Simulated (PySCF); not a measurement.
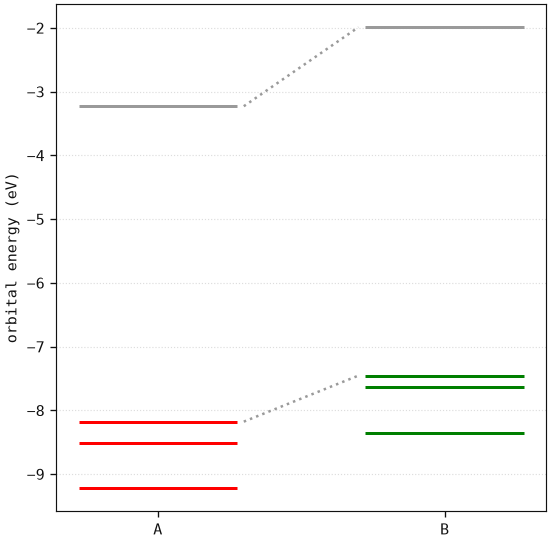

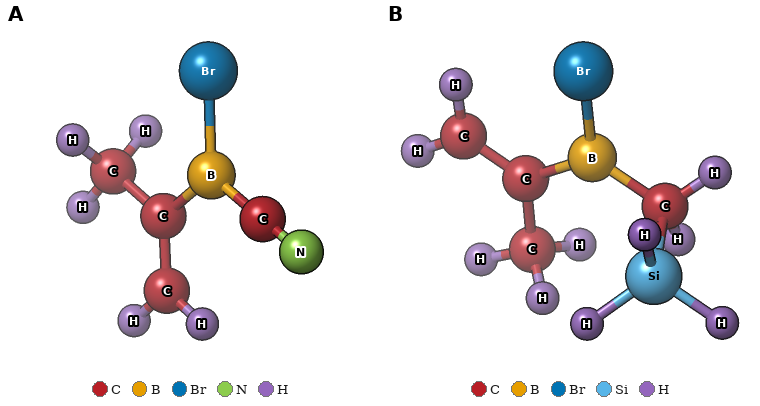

Related molecules: A is C₄H₅BBrN, SMILES C=C(C)B(Br)C#N; B is C₄H₁₀BBrSi, SMILES C=C(C)B(Br)C[SiH3]. Frontier orbital energies, B3LYP/def2-SVPD in PySCF, at a GFN2-xTB geometry (no frequency check); drawn are at most three filled levels and, in grey, the LUMO with any level within 0.03 eV of it; dotted lines join the HOMOs and the LUMOs.

> What does the change do to the frontier levels?

From A to B the HOMO rises by 0.72 eV and the LUMO rises by 1.24 eV, so the separation goes from 4.95 to 5.47 eV.

Caveats, for all or some of the runs: one conformer of a flexible molecule; spin-orbit coupling is left out, and with Br it can shift these levels and split any degenerate set; the tight-binding geometry is rougher than a DFT one and adds to the error.
